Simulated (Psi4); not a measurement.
# CH3NaS (SMILES C[S][Na]): a first try and a second

Aim: a single-point energy of CH3NaS at UDSD-PBEP86/pcSseg-1 (ZORA, density fitting, density fitting for correlation).

The calculation is run with Psi4 1.11.

7 further runs of the same task are left out: 3 that didn't finish, 4 set aside as unsound or not needed.

## (1) The molecule

CH3NaS has 6 atoms, charge 0, and is taken as a singlet. SMILES: `C[S][Na]`. The coordinates come from a PBE0-D4/def2-TZVP relaxation.

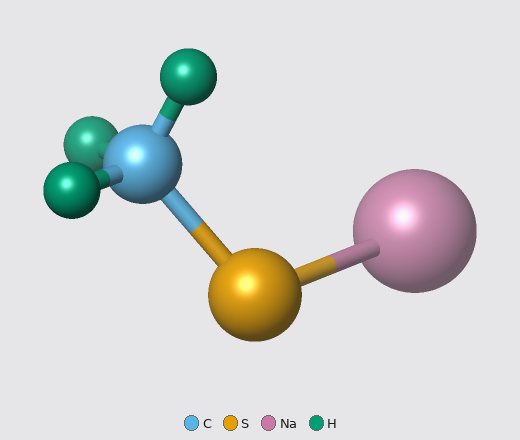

The structure, seen from a chosen angle (carbon blue, sulfur amber, sodium pink, hydrogen teal).

## (2) The input as first written

Contents of run.py:

```python
import psi4

psi4.set_memory('1600 MB')
psi4.set_num_threads(1)
psi4.set_output_file('run.log', False)

molecule = psi4.geometry("""
0 1
C     -0.413100     0.331700    -0.391900
S     -0.168900    -1.222400     0.527100
Na     2.035300    -1.083000     1.651500
H     -1.385700     0.292700    -0.886900
H      0.344900     0.476700    -1.165000
H     -0.412500     1.204300     0.265200
no_reorient
no_com
""")

psi4.set_options({
    'basis': 'pcSseg-1',
    'reference': 'uks',
    'scf_type': 'disk_df',
    'diis': False,
    'scf_initial_accelerator': 'none',
    'guess': 'core',
    'maxiter': 100,
    'relativistic': 'zora',
})

E, wfn = psi4.energy("dsd-pbep86", molecule=molecule, return_wfn=True)
print(f'total energy {E:.8f} hartree = {E * 27.211386:.5f} eV')
```

Started as:

```sh
$ python run.py
```

run.log:

```text
h
    h
    h

    -----------------------------------------------------------------------

    Memory:     1.5 GiB
    Threads:    1
                ecpint, einsums, f̶o̶r̶t̶e̶, gauxc, gcp, g̶d̶m̶a̶, geometric, g̶p̶u̶_̶d̶f̶c̶c̶,
                i̶n̶t̶e̶g̶r̶a̶t̶o̶r̶x̶x̶, i̶p̶i̶, libefp, m̶d̶i̶, m̶p̶2̶d̶, m̶r̶c̶c̶, ooo,
                o̶p̶e̶n̶f̶e̶r̶m̶i̶o̶n̶p̶s̶i̶4̶, pcmsolver, p̶s̶i̶4̶f̶o̶c̶k̶c̶i̶, p̶s̶i̶x̶a̶s̶,
                p̶y̶e̶i̶n̶s̶u̶m̶s̶, r̶e̶s̶p̶, s̶i̶m̶i̶n̶t̶, s̶n̶s̶m̶p̶2̶,
                v̶2̶r̶d̶m̶_̶c̶a̶s̶s̶c̶f̶

Relativistic analytic gradients are not implemented yet, re-routing to finite differences.

   => Loading Basis Set <=

    Name: PCSSEG-1
    Role: ORBITAL
    Keyword: BASIS

[... 110 lines left out ...]
    Weights Tolerance      =       1.00E-15
[... 62 lines left out ...]
  ==> Iterations <==

                           Total Energy        Delta E     RMS |[F,P]|

   @DF-UKS iter   1:  -520.23836084822790   -5.20238e+02   3.22061e-01
   @DF-UKS iter   2:  -404.06035804778418    1.16178e+02   1.24336e-01
   @DF-UKS iter   3:  -541.10768001432405   -1.37047e+02   2.27149e-01
[... 6 lines of this table left out ...]
   @DF-UKS iter  10:  -439.38800695131744    1.09606e+02   1.42337e-01
[... 80 lines of further cycles ...]
   @DF-UKS iter  91:  -548.99513140101453   -1.09608e+02   1.96395e-01
   @DF-UKS iter  92:  -439.38760031509162    1.09608e+02   1.42338e-01
   @DF-UKS iter  93:  -548.99513140101431   -1.09608e+02   1.96395e-01
[... 6 lines of this table left out ...]
   @DF-UKS iter 100:  -439.38760031509145    1.09608e+02   1.42338e-01

PsiException: Could not converge SCF iterations in 100 iterations.

  Failed to converge.
```

Standard output:

```text
Traceback (most recent call last):
  File "run.py", line 30, in <module>
    E, wfn = psi4.energy("dsd-pbep86", molecule=molecule, return_wfn=True)
psi4.driver.p4util.exceptions.SCFConvergenceError: Could not converge SCF iterations in 100 iterations.
```

Run time: 26 s. Hardware: 1 thread of Intel Xeon 6975P-C (Granite Rapids), shared host; peak memory 0.62 GiB.

## (3) Reading the log

The iterations ended before the threshold was met.

The log says `psi4.driver.p4util.exceptions.SCFConvergenceError: Could not converge SCF iterations in 100 iterations.`. The fault: the convergence aids are set badly. The sound input differs in these keys, not all of which need be the cause: diis at its default in place of no; scf initial accelerator at its default in place of none; starting guess at its default in place of core.

## (4) Try two

Contents of job.py:

```python
import psi4

psi4.set_memory('1600 MB')
psi4.set_num_threads(1)
psi4.core.set_output_file('ch3nas.out', False)

m = psi4.geometry("""
C     -0.413100     0.331700    -0.391900
S     -0.168900    -1.222400     0.527100
Na     2.035300    -1.083000     1.651500
H     -1.385700     0.292700    -0.886900
H      0.344900     0.476700    -1.165000
H     -0.412500     1.204300     0.265200
units angstrom
no_reorient
no_com
""")

psi4.set_options({
    'basis': 'pcSseg-1',
    'reference': 'uks',
    'scf_type': 'disk_df',
    'relativistic': 'zora',
})

energy_value, wavefunction = psi4.energy('dsd-pbep86', molecule=m, return_wfn=True)
print(f'dsd-pbep86 energy: {energy_value:.10f} Eh')
```

Started as:

```sh
$ python job.py
```

ch3nas.out:

```text
[...]
  Running in c1 symmetry.
[...]
  Nuclear repulsion =  100.027039278188269
[...]
  Multiplicity = 1
[...]
  Nalpha       = 18
  Nbeta        = 18
[...]
    Number of basis functions: 72
[...]
   @DF-UKS iter   1:  -601.40356430365841   -5.13254e-01   6.57985e-03 ADIIS/DIIS
[...]
   @DF-UKS iter   8:  -601.52019897441357   -1.31518e-07   8.99585e-07 DIIS
[...]
   @S^2 Observed:               -2.486899575E-14
[...]
    Orbital Energies [Eh]
    ---------------------
    Alpha Occupied:
       1A    -91.372029     2A    -39.919560     3A    -10.835800
       4A     -8.539807     5A     -6.278549     6A     -6.275034
       7A     -6.273946     8A     -2.629310     9A     -1.418289
      10A     -1.417846    11A     -1.417133    12A     -0.865078
      13A     -0.684242    14A     -0.479432    15A     -0.477935
      16A     -0.370738    17A     -0.243392    18A     -0.230291
    Alpha Virtual:
      19A     -0.023353    20A      0.080951    21A      0.091279
      22A      0.096492    23A      0.160808    24A      0.178838
      25A      0.221999    26A      0.225534    27A      0.263347
[...]
  @DF-UKS Final Energy:  -601.52019897441357
   => Energetics <=
    Nuclear Repulsion Energy =            100.0270392781882691
    One-Electron Energy =               -1034.2035623176705030
    Two-Electron Energy =                 345.9305971758578835
    DFT Exchange-Correlation Energy =     -13.2742731107891867
    Empirical Dispersion Energy =           0.0000000000000000
    VV10 Nonlocal Energy =                  0.0000000000000000
    Total Energy =                       -601.5201989744135744
[...]
 Multipole Moments:
 ------------------------------------------------------------------------------------
     Multipole            Electronic (a.u.)      Nuclear  (a.u.)        Total (a.u.)
 ------------------------------------------------------------------------------------
 L = 1.  Multiply by 2.5417464519 to convert [e a0] to [Debye]
 Dipole X            :        -26.6821620           29.7707454            3.0885834
 Dipole Y            :         52.4334472          -51.9816414            0.4518058
 Dipole Z            :        -41.0007911           42.4470282            1.4462372
 Magnitude           :                                                    3.4402148
[...]
```

Standard output:

```text
dsd-pbep86 energy: -601.7617149336 Eh
```

It took 9.6 s on 1 thread of Intel Xeon 6975P-C (Granite Rapids), shared host; peak memory 0.62 GiB.

## (5) Results

Level: UDSD-PBEP86/pcSseg-1 (ZORA, density fitting, density fitting for correlation).

| quantity | value |
| --- | --- |
| total energy | -601.76171 Eh |
| HOMO energy (SCF part's orbitals) | -6.27 eV |
| LUMO energy (SCF part's orbitals) | -0.64 eV |
| HOMO–LUMO gap (SCF part's orbitals) | 5.63 eV |
